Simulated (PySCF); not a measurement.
```xyz
26

C     2.9582    0.9285   -0.6359
C     2.1523   -0.3102   -0.2561
C     2.6977   -0.9550    1.0245
F     3.9515   -1.4625    0.8035
O     0.8136    0.0527   -0.0066
B    -0.2493   -0.4839   -0.5961
C    -1.6897    0.0440   -0.1130
C    -2.8109   -0.3674   -1.0744
C    -1.9806   -0.5688    1.2680
C    -1.6984    1.5720    0.0274
H     2.8483    1.6891    0.1334
H     4.0076    0.6652   -0.7346
H     2.5998    1.3319   -1.5793
H     2.2033   -1.0534   -1.0662
H     2.0593   -1.7876    1.3374
H     2.7794   -0.2185    1.8295
H    -0.1326   -1.3339   -1.4121
H    -2.6396    0.0530   -2.0627
H    -3.7757   -0.0135   -0.7135
H    -2.8564   -1.4495   -1.1698
H    -1.9796   -1.6556    1.2135
H    -1.2247   -0.2596    1.9860
H    -2.9558   -0.2441    1.6282
H    -0.9059    1.8928    0.6980
H    -2.6531    1.9142    0.4245
H    -1.5397    2.0426   -0.9405
```

Geometry: GFN2-xTB.

Computed with PySCF, PBE0/pcSseg-1, SCF density, gas phase, non-relativistic.

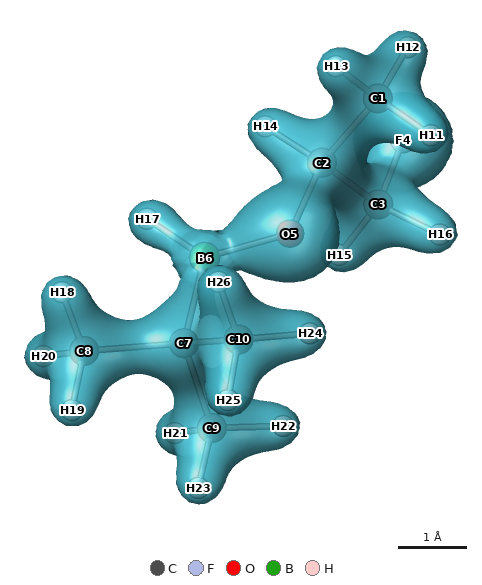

C$_{7}$H$_{16}$BFO. Isosurface of the total electron density at 1 e/Å³ (cyan), seen at an oblique angle.

> Which contacts does the surface bridge?

At this value the surface is in one piece. It bridges the sampled B–O (1.33 Å), C–F (1.37 Å), C–O (1.41 Å) and C–C (1.53 Å) contacts, where the density stays above the isovalue. On the grid the lowest density along these lines, outside the cores, is 1.6 e/Å³ (B–O, 1.33 Å), 1.7 e/Å³ (C–F, 1.37 Å), 1.7 e/Å³ (C–O, 1.41 Å) and 1.7 e/Å³ (C–C, 1.53 Å).
